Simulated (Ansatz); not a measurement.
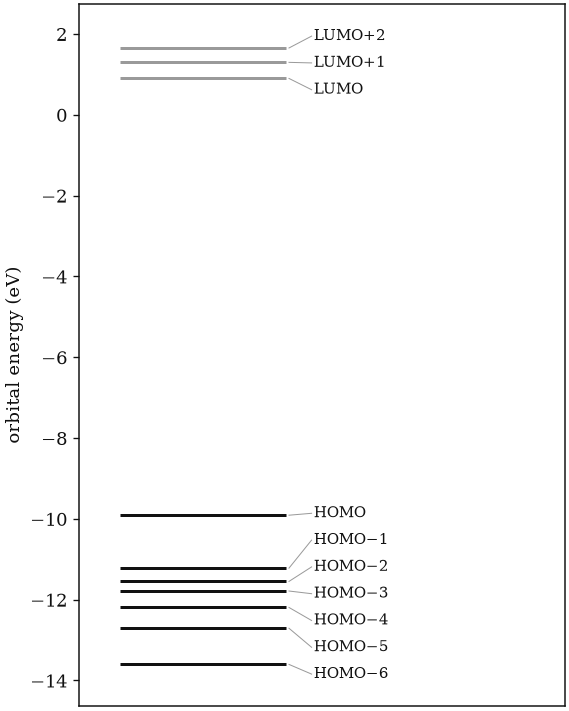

SnSiH₅OCl, SMILES [OH][SnH2][SiH2]Cl, singlet. Kohn-Sham orbital energies near the frontier, ωB97X-V/def2-TZVPP with the Ansatz code, at a PBE0-D4/def2-TZVP geometry (no frequency check), isolated molecule; empty levels in grey, levels within 0.03 eV side by side.

Where do the frontier orbitals lie?

HOMO at −9.91 eV, LUMO at 0.90 eV, 10.81 eV apart.

List the levels.

| orbital | energy (eV) |
| --- | --- |
| LUMO+2 | 1.65 |
| LUMO+1 | 1.30 |
| LUMO | 0.90 |
| HOMO | −9.91 |
| HOMO−1 | −11.22 |
| HOMO−2 | −11.55 |
| HOMO−3 | −11.79 |
| HOMO−4 | −12.19 |
| HOMO−5 | −12.71 |
| HOMO−6 | −13.60 |

Known limits of this run: core potentials past krypton; spin-orbit coupling is left out, and with Sn it can shift these levels and split any degenerate set; one conformer of a flexible molecule; empty levels above zero depend strongly on the basis.
